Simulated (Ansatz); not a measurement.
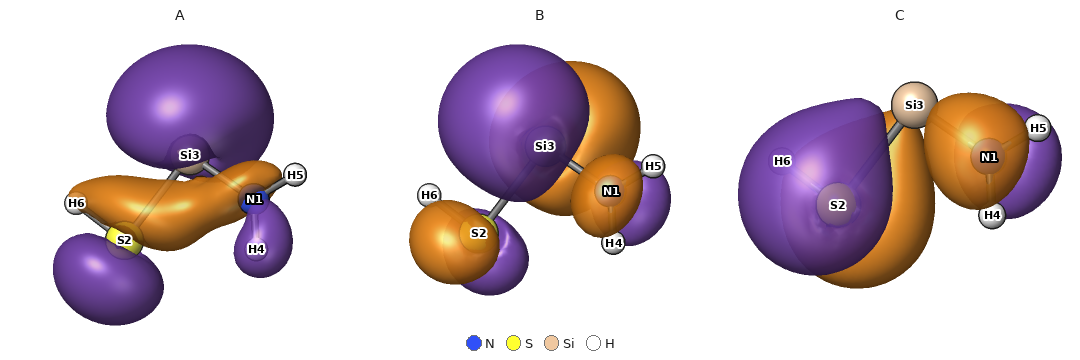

*H₃NSSi. Three frontier orbitals at ±0.08 Å⁻³ᐟ² (orange and purple are the two phases), in no order.*

Geometry: PBE0-D4/def2-SVP.

All numbers below come from isolated molecule in a Gaussian basis; Kohn-Sham density functional theory, functional PBE0 (Ansatz 0.2.0).

Input file:

```
crystal:
  periodic: [false, false, false]
  atoms:
    - symbol: N
      position_ang: [-0.218352, -0.586540, -0.639692]
    - symbol: S
      position_ang: [1.724396, -2.586865, 0.249608]
    - symbol: Si
      position_ang: [0.602653, -0.826539, 0.851356]
    - symbol: H
      position_ang: [-0.148393, -1.138067, -1.490424]
    - symbol: H
      position_ang: [-0.867324, 0.186463, -0.743333]
    - symbol: H
      position_ang: [2.339004, -2.725775, 1.443160]
basis:
  gaussian:
    orbitals: def2-TZVPD
hamiltonian:
  xc: pbe0
output:
  forces: true
  orbitals: {seedname: orbitals}
```

Command:

```sh
ansatz run input.yaml --threads 2 --pin off --max-ram 5220MiB --events-out events.jsonl --progress --plain --runs-dir runs
```

### Order the three orbitals by energy and name them.

C is the HOMO−1 (−7.47 eV). It lies mainly on S2 (about 70 %) and N1 (about 20 %); it changes sign across the molecular plane (π type); π-antibonding (a node) across N1–Si3. A is the HOMO (−6.75 eV). It lies mainly on Si3 (about 65 %) and S2 (about 25 %); it is symmetric in the molecular plane (an in-plane orbital: σ, lone-pair or in-plane π type). B is the LUMO (−1.39 eV). It lies mainly on Si3 (about 75 %), S2 (about 15 %) and N1 (about 10 %); it changes sign across the molecular plane (π type).

### What is the HOMO–LUMO gap?

5.36 eV between the orbital energies.
